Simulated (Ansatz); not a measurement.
Base system: LiBr in the rock salt structure (space group Fm-3m, No. 225; a = 5.411 Å). Axes: x, y, z lie along the cube axes.

Perturbation: a free-standing slab of 4 layers (8 atoms, 2 a layer) is cut normal to the z axis, with 15 Å of vacuum and the in-plane cell held at bulk.

All numbers come from PBEsol/PAW in Ansatz (an electronic-structure program), no SOC.

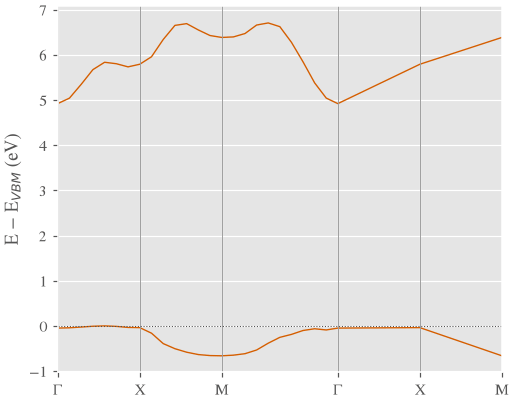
Highest valence and lowest conduction band along the path of the changed cell's own zone

The gap is 4.92 eV, indirect, Γ–X (57 % along) → Γ; the base has 4.98 eV.

Whether these cells are dynamically stable was not tested. Labels are those of the standard path for the cell's own space group.
